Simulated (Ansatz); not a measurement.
```xyz
6

C    -0.0916   -0.2312   -0.5435
C    -0.5310   -0.8743    0.4731
B     0.9210   -0.3155    0.6475
H    -1.2186   -1.4553    1.1041
H    -0.0736    0.2208   -1.5455
H     1.9454   -0.1182    1.2150
```

Geometry: PBE0-D3(BJ)/def2-SVP.

Computed with isolated molecule in a Gaussian basis; Kohn-Sham density functional theory, functional PBE0 (Ansatz 0.2.0).

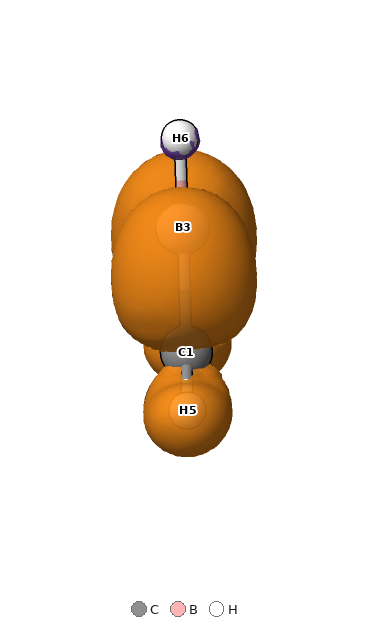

C$_{2}$H$_{3}$B (charge +1, doublet). Isosurfaces of the spin density (α minus β) at +0.03 (orange) and −0.03 e/Å³ (purple), seen at an oblique angle.

### Where is the unpaired spin?

The unpaired spin (1 electron) lies mostly on B3 (about 0.4), C1 (about 0.2) and C2 (about 0.2), in electrons by Hirshfeld's partition.
